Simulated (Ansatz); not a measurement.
# CH7BO2Si: small, medium and large basis sets

Aim: see how fast density functionals converge with the basis set for CH7BO2Si.

The runs use Ansatz 0.2.0, Gaussian basis; one geometry, several basis sets.

Plan: PBE0-D4/def2-SVP; ωB97M-V/def2-SVP; PBE0-D4/def2-QZVPP; ωB97M-V/def2-QZVPP; the functionals' def2-TZVPP values are taken from earlier runs.

### 1 Structure used throughout

An earlier PBE0-D4 in a triple-zeta def2 set relaxation fixed the geometry.

SMILES `BOC(O)[SiH3]`, 12 atoms, charge 0, spin multiplicity 1.

Atoms are counted from 1 here; the program's logs count them from 0.

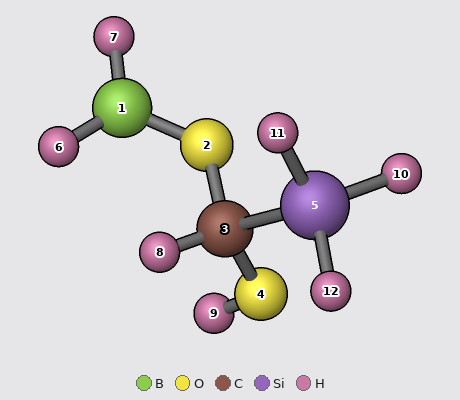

The structure; boron green, oxygen yellow, carbon brown, silicon purple, hydrogen pink; atoms are numbered from 1 in the order of the file.

Coordinates:

| atom | x (Å) | y (Å) | z (Å) |
| --- | --- | --- | --- |
| B1 | -0.25665 | 1.74787 | 1.17335 |
| O2 | -0.12607 | 1.10604 | 0.00094 |
| C3 | -0.41041 | -0.28766 | -0.13344 |
| O4 | -1.40063 | -0.48322 | -1.08596 |
| Si5 | 1.16681 | -1.18070 | -0.73762 |
| H6 | -0.65529 | 1.15368 | 2.14148 |
| H7 | 0.02998 | 2.90803 | 1.19523 |
| H8 | -0.72264 | -0.65889 | 0.85501 |
| H9 | -2.23884 | -0.14895 | -0.74935 |
| H10 | 1.55395 | -0.64652 | -2.06468 |
| H11 | 2.24146 | -0.92673 | 0.25618 |
| H12 | 0.89543 | -2.63814 | -0.81723 |

### 2 PBE0-D4 in def2-SVP

Contents of in.yaml:

```yaml
crystal:
  periodic: [false, false, false]
  atoms:
    - {symbol: B, position_ang: [-0.256650, 1.747867, 1.173345]}
    - {symbol: O, position_ang: [-0.126074, 1.106043, 0.000944]}
    - {symbol: C, position_ang: [-0.410409, -0.287664, -0.133437]}
    - {symbol: O, position_ang: [-1.400632, -0.483215, -1.085962]}
    - {symbol: Si, position_ang: [1.166809, -1.180705, -0.737623]}
    - {symbol: H, position_ang: [-0.655292, 1.153679, 2.141479]}
    - {symbol: H, position_ang: [0.029977, 2.908027, 1.195226]}
    - {symbol: H, position_ang: [-0.722639, -0.658888, 0.855006]}
    - {symbol: H, position_ang: [-2.238840, -0.148954, -0.749348]}
    - {symbol: H, position_ang: [1.553950, -0.646518, -2.064683]}
    - {symbol: H, position_ang: [2.241465, -0.926733, 0.256180]}
    - {symbol: H, position_ang: [0.895434, -2.638140, -0.817228]}
basis:
  gaussian: {orbitals: def2-SVP}
hamiltonian: {xc: pbe0, dispersion: d4}
output: {orbitals: {seedname: orbitals}}
```

Command:

```sh
$ ansatz run in.yaml --threads 4 --pin off --events-out ev --progress --plain --max-ram 10444MiB
```

Standard output:

```text
Functional definition: PBE0
  name "PBE0"
  cite "Adamo & Barone, J. Chem. Phys. 110, 6158 (1999) doi:10.1063/1.478522"
  cite "Perdew, Burke & Ernzerhof, Phys. Rev. Lett. 77, 3865 (1996) doi:10.1103/PhysRevLett.77.3865"
  parent pbe
  parameter a = 0.25
  parameter kappa = 0.804
  parameter beta = 0.06672455060314922
  exchange = (1 - a)*pbe_x(kappa = kappa, mu = beta*pi^2/3) + a*exact_x
  correlation = pbe_c(beta = beta)
1200 factors; their error is unknown
mean field evaluation 1: about -13778.3745 eV, gradient 4.5e1 eV
mean field evaluation 2: about -13774.9463 eV, gradient 6.3e1 eV
mean field evaluation 4: about -13782.0703 eV, gradient 3.3e0 eV
mean field evaluation 8: about -13782.0886 eV, gradient 4.4e-2 eV
mean field evaluation 16: about -13782.1399 eV, gradient 2.6e-5 eV
mean field -13782.13990919 eV, -506.4842997928 hartree, gradient 2.6e-5 eV, S^2 0.000000; 0 other end points of the search recorded, 0 dependent functions left out
reference -13782.13993863 eV, -506.4843008747 hartree; 24, 24 occupied and 85, 85 virtual orbitals, 1200 factors
Total energy: -13782.33286121 eV, -506.4913906486 hartree
```

Wall time 1.1 s (4 threads of Arm Neoverse V1, shared host).

### 3 ωB97M-V in def2-SVP

in.yaml: that of step 2 with these lines changed.

```diff
@@ -17,3 +17,3 @@
   gaussian: {orbitals: def2-SVP}
-hamiltonian: {xc: pbe0, dispersion: d4}
+hamiltonian: {xc: {name: wB97M-V}}
 output: {orbitals: {seedname: orbitals}}
```

The command is unchanged.

Standard output (excerpt; [...] marks lines left out):

```text
Functional definition: wB97M-V
  name "wB97M-V"
  cite "Mardirossian & Head-Gordon, J. Chem. Phys. 144, 214110 (2016) doi:10.1063/1.4952647"
  cite "Becke, J. Chem. Phys. 107, 8554 (1997) doi:10.1063/1.475007"
  cite "Vydrov & Van Voorhis, J. Chem. Phys. 133, 244103 (2010) doi:10.1063/1.3521275"
  # Of w^i u^j: cxij and so on, Table III.
[...]
  gx(w, u) = 1 - cx + cx01*u + cx10*w
  gss(w, u) = css00 + css04*u^4 + css10*w + css20*w^2 + css43*w^4*u^3
  gos(w, u) = cos00 + cos10*w + (cos20 + cos21*u)*w^2 + (cos60 + cos61*u)*w^6
[...]
      + integral(e_c_pw_mod_opposite_spin*gos(b97_w_opposite, b97_u_opposite)) + vv10(b, c)
1200 factors; their error is unknown
331 factors; integrals over basis functions are off by at most 1.3e-5 eV
[...]
mean field -13789.08727326 eV, -506.7396107133 hartree, gradient 7.7e-6 eV, S^2 0.000000; 0 other end points of the search recorded, 0 dependent functions left out
reference -13789.08732125 eV, -506.7396124768 hartree; 24, 24 occupied and 85, 85 virtual orbitals, 1200 factors
Total energy: -13789.08732125 eV, -506.7396124768 hartree
```

It took 3.7 s on 4 threads of Arm Neoverse V1, shared host; peak memory 0.33 GiB.

### 4 PBE0-D4 in def2-QZVPP

in.yaml: that of step 3 with these lines changed.

```diff
@@ -16,4 +16,4 @@
 basis:
-  gaussian: {orbitals: def2-SVP}
-hamiltonian: {xc: {name: wB97M-V}}
+  gaussian: {orbitals: "def2-QZVPP.json"}
+hamiltonian: {xc: pbe0, dispersion: d4}
 output: {orbitals: {seedname: orbitals}}
```

Same command.

Standard output:

```text
Functional definition: PBE0
  name "PBE0"
  cite "Adamo & Barone, J. Chem. Phys. 110, 6158 (1999) doi:10.1063/1.478522"
  cite "Perdew, Burke & Ernzerhof, Phys. Rev. Lett. 77, 3865 (1996) doi:10.1103/PhysRevLett.77.3865"
  parent pbe
  parameter a = 0.25
  parameter kappa = 0.804
  parameter beta = 0.06672455060314922
  exchange = (1 - a)*pbe_x(kappa = kappa, mu = beta*pi^2/3) + a*exact_x
  correlation = pbe_c(beta = beta)
1551 factors; their error is unknown
mean field evaluation 1: about -13786.8074 eV, gradient 5.6e1 eV
mean field evaluation 2: about -13779.2058 eV, gradient 8.6e1 eV
mean field evaluation 4: about -13792.3704 eV, gradient 4.8e0 eV
mean field evaluation 8: about -13792.4057 eV, gradient 2.8e-1 eV
mean field evaluation 16: about -13792.4098 eV, gradient 1.8e-4 eV
mean field -13792.40982081 eV, -506.8617120835 hartree, gradient 2.0e-5 eV, S^2 0.000000; 0 other end points of the search recorded, 0 dependent functions left out
reference -13792.40986600 eV, -506.8617137445 hartree; 24, 24 occupied and 484, 484 virtual orbitals, 1551 factors
Total energy: -13792.60278858 eV, -506.8688035184 hartree
```

Run time: 8.5 s. Hardware: 4 threads of Arm Neoverse V1, shared host; peak memory 1.8 GiB.

### 5 ωB97M-V in def2-QZVPP

in.yaml: that of step 4 with these lines changed.

```diff
@@ -17,3 +17,3 @@
   gaussian: {orbitals: "def2-QZVPP.json"}
-hamiltonian: {xc: pbe0, dispersion: d4}
+hamiltonian: {xc: {name: wB97M-V}}
 output: {orbitals: {seedname: orbitals}}
```

Same command.

Standard output (excerpt; [...] marks lines left out):

```text
Functional definition: wB97M-V
  name "wB97M-V"
  cite "Mardirossian & Head-Gordon, J. Chem. Phys. 144, 214110 (2016) doi:10.1063/1.4952647"
  cite "Becke, J. Chem. Phys. 107, 8554 (1997) doi:10.1063/1.475007"
  cite "Vydrov & Van Voorhis, J. Chem. Phys. 133, 244103 (2010) doi:10.1063/1.3521275"
  # Of w^i u^j: cxij and so on, Table III.
[...]
  gx(w, u) = 1 - cx + cx01*u + cx10*w
  gss(w, u) = css00 + css04*u^4 + css10*w + css20*w^2 + css43*w^4*u^3
  gos(w, u) = cos00 + cos10*w + (cos20 + cos21*u)*w^2 + (cos60 + cos61*u)*w^6
[...]
      + integral(e_c_pw_mod_opposite_spin*gos(b97_w_opposite, b97_u_opposite)) + vv10(b, c)
1531 factors; their error is unknown
427 factors; integrals over basis functions are off by at most 1.1e-5 eV
[...]
mean field -13799.58634565 eV, -507.1254445072 hartree, gradient 1.9e-5 eV, S^2 0.000000; 0 other end points of the search recorded, 0 dependent functions left out
reference -13799.58642075 eV, -507.1254472671 hartree; 24, 24 occupied and 484, 484 virtual orbitals, 1531 factors
Total energy: -13799.58642075 eV, -507.1254472671 hartree
```

Wall time 20 s (4 threads of Arm Neoverse V1, shared host); peak memory 2.2 GiB.

### 6 Functionals by basis

The def2-TZVPP values come from earlier runs at the same geometry.

| functional | basis | functions | energy (eV) | from the largest (eV) | HOMO (eV) | LUMO (eV) |
| --- | --- | --- | --- | --- | --- | --- |
| PBE0-D4 | def2-SVP | 109 | -13782.3329 | 10.270 | -8.32 | -0.45 |
| PBE0-D4 | def2-TZVPP | 264 | -13791.9913 | 0.611 | -8.39 | -0.66 |
| PBE0-D4 | def2-QZVPP | 508 | -13792.6028 | 0.000 | -8.42 | -0.73 |
| ωB97M-V | def2-SVP | 109 | -13789.0873 | 10.499 | -10.64 | 1.64 |
| ωB97M-V | def2-TZVPP | 264 | -13799.0120 | 0.574 | -10.73 | 1.17 |
| ωB97M-V | def2-QZVPP | 508 | -13799.5864 | 0.000 | -10.75 | 0.92 |

### 7 Summary of results

| quantity | value |
| --- | --- |
| PBE0-D4: double and triple zeta above quadruple | 10.27, 0.61 eV |
| ωB97M-V: double and triple zeta above quadruple | 10.50, 0.57 eV |

In words: PBE0-D4 gains 9.66 eV from double to triple zeta, then 0.61 eV more. These are total energies; as a rule much of such shifts cancels in differences, which this series doesn't test. The LUMO of ωB97M-V is positive and keeps falling with the basis (1.64 to 0.92 eV): an unbound level that the basis holds in place.

For PBE0-D4 the largest set took about 8 times as long as the smallest (8.5 s against 1.1 s).
